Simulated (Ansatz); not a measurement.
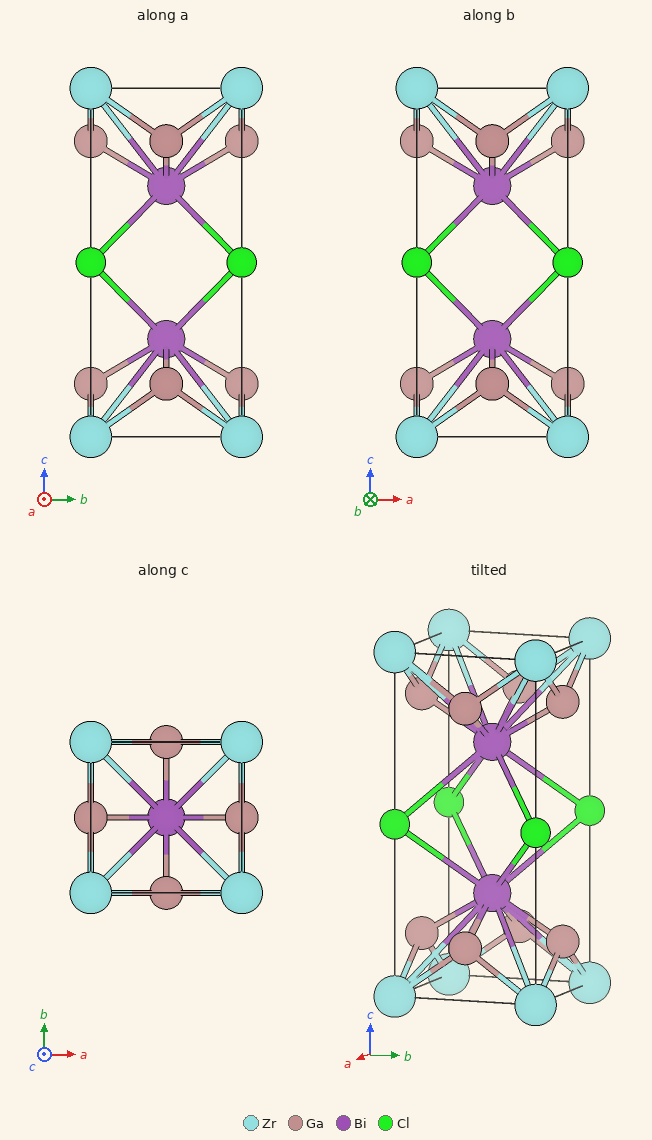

The crystal in a ball-and-stick representation, seen along the a axis, along the b axis, along the c axis and slightly off an axis. Atoms at the boundary of the conventional unit cell (the box) are drawn once for each face, edge or corner they touch.

Lattice parameters: a = 4.075 Å, b = 4.075 Å, c = 9.417 Å, α = 90.00°, β = 90.00°, γ = 90.00°.

**Transcribe the picture into a table of Wyckoff sites, with free fractional coordinates to two decimals.**

Space group P4/mmm (No. 123).
```tsv
atom	site	x	y	z
Zr	1a	0.00	0.00	0.00
Ga	4i	0.50	0.00	0.85
Bi	2h	0.50	0.50	0.72
Cl	1b	0.00	0.00	0.50
```

The geometry is that of a generated cell, made by putting these elements into a known structure type (the compound may or may not exist in this form), without relaxation. Ansatz was used for an electronic-structure calculation on it.

At this level of theory the cell isn't at rest (compressed, at 45 GPa and forces up to 9.9 eV/Å), so its distances can differ from those at equilibrium, the more so the softer the solid.
